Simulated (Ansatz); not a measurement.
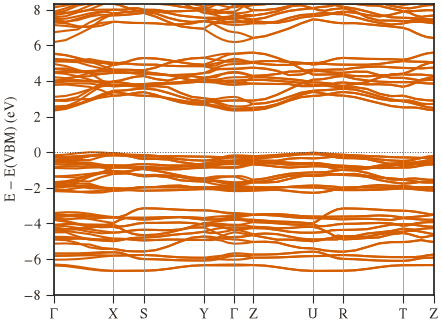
*Band structure from r²SCAN+D4 in the plane-wave PAW code Ansatz*

Task: Read off the gap and where the band edges lie.

Result: About 2.3 eV (2.33 eV by a search for the band edges); maximum on the Γ–X line, 66 % of the way from Γ, minimum at Γ.

The material is S (S12-ring, Pnnm).

The first step of the workflow began from a Materials Project structure, measured or hypothetical; the Crystallography Open Database files this formula in space group No. 58, but the cells were not matched. It is not the phase usual at ambient conditions (space group No. 70). Symmetry was held in the r²SCAN+D4 relaxation; its stability against distortions is not shown here.

Potentials: the later of the program's two PAW sets.
